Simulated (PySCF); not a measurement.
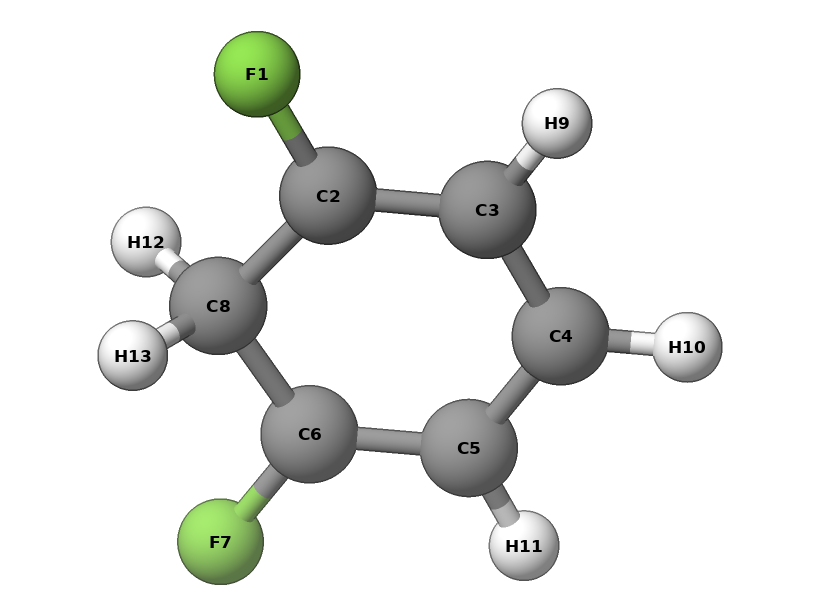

Charge 0, doublet. Computed geometry: GFN2-xTB optimisation. No frequency run is at hand to confirm it as a minimum. Level of theory: UKS B3LYP, pcH-1 on C F H, non-relativistic (PySCF 2.14.0). Fermi-contact and spin-dipolar terms alone, no spin-orbit part.

Which nucleus has the largest dipolar (anisotropic) hyperfine coupling?

Answer. 19F at F1, F7: principal values −102.2, −82.1, 184.4 MHz.

List the isotropic and dipolar parts for the most strongly coupled nuclei, one of each equivalent set.

| atom | isotope | a_iso (MHz) | dipolar part (MHz) |
| --- | --- | --- | --- |
| F1 | 19F | 52.8 | −102.2, −82.1, 184.4 |
| C4 | 13C | 48.6 | −44.9, −42.3, 87.2 |
| C2 | 13C | 42.6 | −36.1, −34.8, 70.9 |
| C3 | 13C | −37.4 | −23.6, 10.3, 13.3 |
| H10 | 1H | −37.6 | −21.9, 0.0, 21.9 |
| H9 | 1H | 9.8 | −4.0, −0.9, 5.0 |
| H12 | 1H | 146.1 | −3.4, −0.3, 3.7 |
| C8 | 13C | −35.4 | −0.2, 0.1, 0.1 |
